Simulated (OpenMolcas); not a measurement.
# W⁴⁺ among point charges: CASSCF and CASPT2 levels and susceptibility

Aim: the splitting of the states of W⁴⁺ in the field of 4 point charges, its lowest levels with spin-orbit coupling and its magnetic susceptibility.

Method: state-averaged CASSCF and CASPT2, spin-orbit coupling by RASSI with atomic mean-field integrals. Code: OpenMolcas 26.06.

### Step 1. The system

| Quantity | Value |
| --- | --- |
| Species | W⁴⁺ (tungsten, Z = 74, 70 electrons) |
| Basis | ANO-RCC-VDZP [7s6p4d2f1g], 68 functions |
| Scalar Hamiltonian | DKH2, point nucleus |
| Inactive shells | 1s 2s 2p 3s 3p 3d 4s 4p 4d 4f 5s 5p |
| Active space | 2 electrons in 5 orbitals (5d) |
| Some configurations of this space | 5d² |
| Orbitals | optimised for each spin and parity, averaged over all roots |

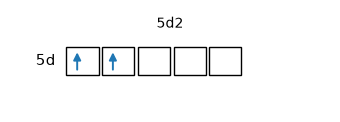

Occupation of the outer shells (arrows by Hund's rule).

The ion sits among 4 point charges of -2 e arranged as a square (D4h), 2.24 Å from the ion.

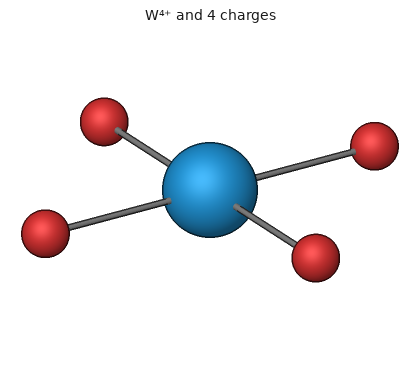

The ion and the point charges (red).

The work runs as a chain of OpenMolcas steps in one folder; each step below is one input file. Labels, J, g values, rates, χT and fits are worked out afterwards by a script from the matrices that RASSI stores. The input lists half of the charges; inversion (Group=XYZ) makes the rest.

### Step 2. GATEWAY and SEWARD: basis and integrals

Input file a.inp:

```
&GATEWAY
Coord
1

W 0.0 0.0 0.0
Basis=ANO-RCC-VDZP
Group=XYZ
NoMove
AngMom=0.0 0.0 0.0
AMFI
XField
2 Angstrom 0
2.240000 0.000000 0.000000 -2.000000
0.000000 2.240000 0.000000 -2.000000
&SEWARD
```

Command:

```console
$ OMP_NUM_THREADS=1 MOLCAS_MEM=1689 MOLCAS_PROJECT=a pymolcas a.inp > a.log
```

### Step 3. CASSCF: triplets of even parity, 10 roots

Input file a.inp:

```
&RASSCF
FileOrb=start.orb
Symmetry=1
Spin=3
nActEl=2 0 0
Inactive=15 19
Ras2=5 0
CIRoot=10 10 1
SDav=10
CIMx=300
Iter=120 100
PrWF=0.3
OrbListing=Nothing
MaxOrb=0
>>> COPY $Project.JobIph JOB001
```

start.orb holds the contracted functions of the basis, ordered by shell, or the orbitals of the step before.

### Step 4. Reference wave functions, singlets of even parity, 15 roots

Input file a.inp:

```
&RASSCF
FileOrb=start.orb
Symmetry=1
Spin=1
nActEl=2 0 0
Inactive=15 19
Ras2=5 0
CIRoot=15 15 1
SDav=15
CIMx=300
Iter=120 100
PrWF=0.3
OrbListing=Nothing
MaxOrb=0
>>> COPY $Project.JobIph JOB002
```

### Step 5. RASSI: spin-orbit coupling between the states

Input file a.inp:

```
&RASSI
NrOfJobIphs=2 10 15
1 2 3 4 5 6 7 8 9 10
1 2 3 4 5 6 7 8 9 10 11 12 13 14 15
IphNames
JOB001
JOB002
EJob
SpinOrbit
DIPRint=1.0
SOCoupling=1000.0
Subsets=2
Property=9
'ANGMOM' 1 'ANGMOM' 2 'ANGMOM' 3 'MLTPL  1' 1 'MLTPL  1' 2 'MLTPL  1' 3
'AMFI' 1 'AMFI' 2 'AMFI' 3
SOProperty=3
'ANGMOM' 1 'ANGMOM' 2 'ANGMOM' 3
```

### Step 6. CASPT2: IPEA 0.25, imaginary shift 0.1 (closed shells correlated: 4f 5s 5p)

Input file a.inp:

```
>>> COPY JOB001 $Project.JobIph
&CASPT2
Multistate=10 1 2 3 4 5 6 7 8 9 10
NoMult
Frozen=14 9
IPEA=0.25
Imaginary=0.1
MaxIter=60
WThr=0.0 0.3 0.05
PrWF=0.5
NoMix
>>> COPY JOB002 $Project.JobIph
&CASPT2
Multistate=15 1 2 3 4 5 6 7 8 9 10 11 12 13 14 15
NoMult
Frozen=14 9
IPEA=0.25
Imaginary=0.1
MaxIter=60
WThr=0.0 0.3 0.05
PrWF=0.5
NoMix
```

(Steps that only read results are left out.)

What does the calculation give? Wanted: spin-free ground state; first state of the same spin within the active space; lowest level; next level.

**Answer**, as computed:

| quantity | value |
| --- | --- |
| method | SS-CASPT2, IPEA 0.25, imaginary shift 0.1 (closed shells correlated: 4f 5s 5p) |
| spin-free ground state | 3E, 2-fold in its orbital part |
| first state of the same spin within the active space | 3A2 at 4420 cm⁻¹ |
| lowest level | 1-fold A1 |
| next level | 3276.3 cm⁻¹ |
| χT at 300 K | 0.03 cm³ K/mol |
| effective moment at 300 K | 0.47 μB |

Cost by method:

```
                                                 method  time of its own steps  time with the reference
                                              A. CASSCF                  6.1 s                    6.1 s
B. SS-CASPT2, IPEA 0.25, imaginary shift 0.1, +4f 5s 5p                  4.4 s                     10 s
```

Times are of one thread on a shared host.

In words: The spin-free ground state (3E) comes to 63 % from free-ion F terms and keeps the highest spin of the shell. χT at 300 K is 0.03, against 1.00 cm³ K/mol for the spin alone, so spin-orbit coupling lowers it. The field of point charges can differ much from that of real complexes. Point charges carry no covalency, so the field is a model and not that of real ligands.
